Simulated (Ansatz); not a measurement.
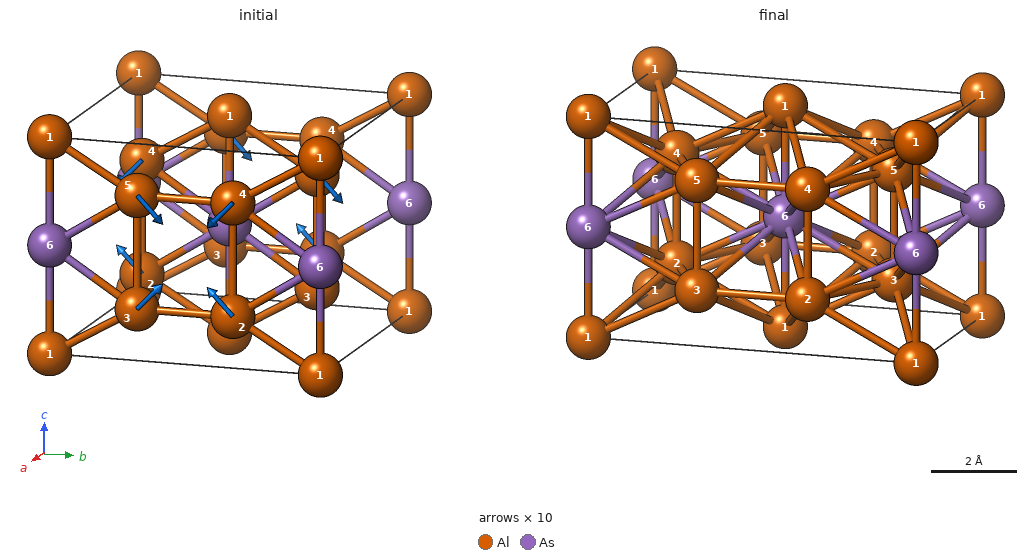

The structure of solid Al₅As (a generated structure, set up in Cmmm) (coarse preliminary run) before (left) and after (right) a relaxation, at one scale. The blue arrows give the displacements (the part carried along by the change of the cell is left out), 10 times their true length.

Style: ball-and-stick. Shown: the conventional cell (2 times the calculation's cell), slightly off an axis. Lengths and directions refer to the drawn axes.

Method: Ansatz, DFT PBE, scalar-relativistic, plane waves, PAW.

The input:
```yaml
crystal:
  lattice:
    - [3.33245041, -3.3731463, 0.0]
    - [3.33245041, 3.3731463, 0.0]
    - [0.0, 0.0, 5.27743524]
  atoms:
    - { symbol: Al, position: [0.0, 0.0, 0.0] }
    - { symbol: Al, position: [0.32334653, 0.67665347, 0.23849917] }
    - { symbol: Al, position: [0.67665347, 0.32334653, 0.23849917] }
    - { symbol: Al, position: [0.32334653, 0.67665347, 0.76150083] }
    - { symbol: Al, position: [0.67665347, 0.32334653, 0.76150083] }
    - { symbol: As, position: [0.0, 0.0, 0.5] }
basis:
  ecutwfc: 420
kpoints:
  mp_grid: { grid: [4, 4, 4] }
hamiltonian:
  xc: pbe
scf:
  occupations: { method: gaussian, width: 0.1 }
  lower_state_search: "off"
output:
  forces: true
  stress: true
  eigenvalues: true
relax:
  adjacent_minimum: "off"
  f_tol: 0.04
  max_steps: 70
  cell: { stress_tol: 0.4 }
```

Command:
```bash
ansatz run input.yaml --threads 1 --pin off --max-ram 2560MiB --backend cpu --events-out ev --progress --plain --runs-dir out
```

> Describe what moved and what it gained.

The largest moves relative to the cell, 0.094 Å, are those of Al2, Al3, Al4 and Al5. Al3 goes along [0 2 3]. As stays in place. The volume changes by −8.3 %, with a 6.665 → 4.959 Å (−25.6 %), b 6.746 → 8.164 Å (+21.0 %), c 5.277 → 5.376 Å (+1.9 %). Among the contacts that change: Al2–Al3 3.476 → 2.813 Å, Al2–As6 3.799 → 3.136 Å, Al1–Al2 3.756 → 3.141 Å, Al1–Al2 (another image) 2.518 → 3.023 Å. New bonds form, among them: Al2–Al3 (3.48 → 2.81 Å), Al4–Al5 (3.48 → 2.81 Å). Bond angles that change, for instance: Al2–Al1–Al3 120.0° → 127.0°, Al1–Al4–Al5 150.0° → 153.5°, Al2–Al1–As6 120.0° → 116.5°. The space group stays Cmmm (No. 65). The energy falls by 339 meV per atom in 10 accepted moves (12 points after the start). Largest force component: 0.56 eV/Å at the start, 0.0062 eV/Å at the end. Pressure: 7.99 GPa at the start and 0.02 GPa at the end. The SCF was repeated twice at an unchanged geometry on a basis and grid sized afresh for the cell, which shifted the energy by 4.6 meV per atom at most. The run took 48 s on 1 thread of Arm Neoverse V1, with other jobs on the host, peak memory 0.36 GiB.
